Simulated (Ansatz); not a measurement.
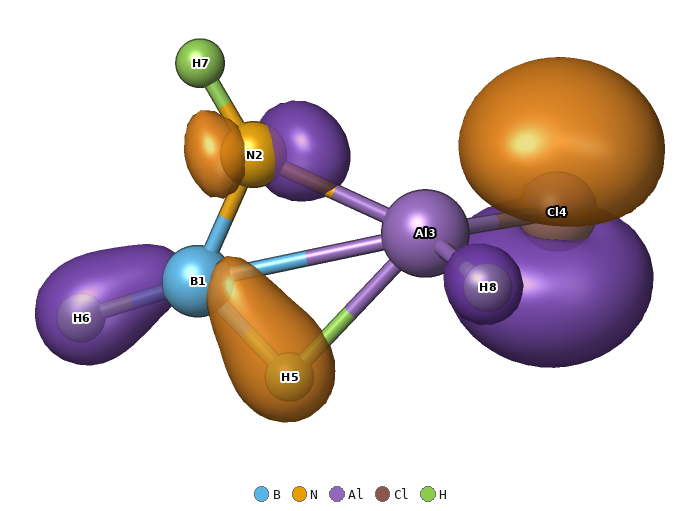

Figure. AlBClH4N. The HOMO−1 at ±0.15 Å⁻³ᐟ² (orange and purple are the two phases), seen at an oblique angle.

Theory: Ansatz, RKS LDA/def2-SVP.

```xyz
8

B     0.0136    1.1631   -0.1421
N     0.4111    0.3191    0.8639
Al   -0.2354   -1.1055   -0.0806
Cl    1.1404   -2.2624   -1.1683
H    -0.5982    0.5317   -1.0712
H     0.1333    2.3615   -0.3036
H     0.9260    0.5998    1.7012
H    -1.6985   -1.6643    0.1449
```

### Where does this orbital lie, and at what energy?

By Hirshfeld shares it lies mainly on Cl4 (about 65 %) and B1 (about 5 %); largely a lone pair of Cl4. Its energy is −7.55 eV.
